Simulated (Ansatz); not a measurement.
The calculation's input:

```
crystal:
  periodic: [false, false, false]
  atoms:
    - { symbol: B, position_ang: [-1.0018, 1.5959, -0.2989] }
    - { symbol: B, position_ang: [-0.189, 0.2676, 0.0293] }
    - { symbol: Si, position_ang: [0.0709, -0.2656, 1.8569] }
    - { symbol: Sn, position_ang: [0.7195, -0.9434, -1.623] }
    - { symbol: H, position_ang: [-1.2217, 1.9572, -1.4509] }
    - { symbol: H, position_ang: [-1.4946, 2.3117, 0.5647] }
    - { symbol: H, position_ang: [0.8558, 0.7987, 2.5847] }
    - { symbol: H, position_ang: [-1.1565, -0.4788, 2.5143] }
    - { symbol: H, position_ang: [0.8982, -1.4896, 1.9417] }
    - { symbol: H, position_ang: [1.75, 0.0239, -2.542] }
    - { symbol: H, position_ang: [-0.6734, -1.5165, -2.6156] }
    - { symbol: H, position_ang: [1.5196, -2.3163, -0.9272] }
basis:
  gaussian: { orbitals: def2-SVP }
hamiltonian:
  xc: r2scan
  dispersion: d4
relax:
  f_tol: 0.02
  max_steps: 50
output:
  orbitals: {}
```

Run with:

```sh
ansatz run input.yaml --threads 2 --pin off --max-ram 3072MiB --backend cpu --events-out ev --progress --plain --runs-dir out
```

The fields are those of the run's last geometry, not of the input's.

Core potentials replace the inner electrons of Sn.

Theory: RKS r2SCAN-D4/def2-SVP (Ansatz).

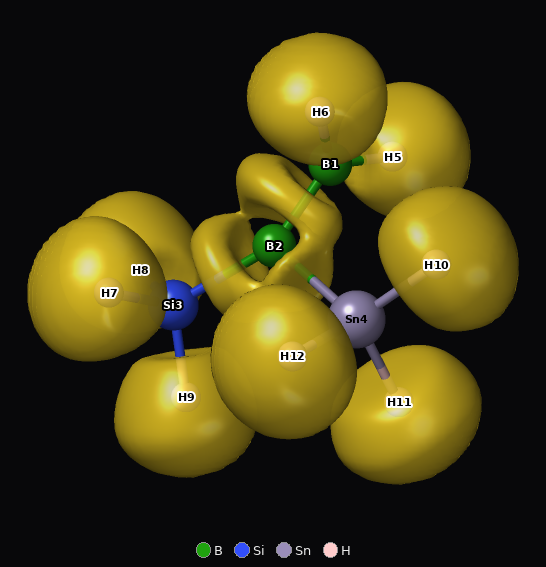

B2H8SiSn. Isosurface of the electron localisation function at 0.75 (yellow), seen at a tilt. Core shells and regions of very low density are left out.

Q: Where are the electrons localised?

A: The ELF exceeds this value in eight regions around hydrogen nuclei and one region on B in which the atom's valence shell and bonds are merged. Profiles from the grid: B–B (1.59 Å): the ELF peaks at about 0.95 between the atoms: a covalent bond. Si–B (1.99 Å): the ELF peaks at about 1 between the atoms: a covalent bond.
